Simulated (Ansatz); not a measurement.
The starting structures come from a database of crystals and need not be the phases stable at ambient conditions.

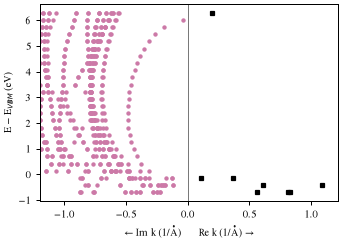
Figure. Complex bands at the centre of the two-dimensional zone; PBEsol run with Ansatz (a program for electronic structure)

The gap is the functional's own, uncorrected, and κ follows it; spin-orbit coupling is left out. Mid-gap values are interpolated between the computed energies.

**Question.** This is Cs₂LiGaF₆ (P-3m1, not sure to be the ambient phase, 10 atoms a cell, 18.1 Å³ an atom, -3 GPa at this level) along the normal of (111). Read off the slowest decay at the centre of the two-dimensional zone at 2.94 eV, the computed energy nearest the middle of the gap.

**Answer.** κ ≈ 0.48 1/Å, a decay length 1/(2κ) of the density of 1.0 Å.
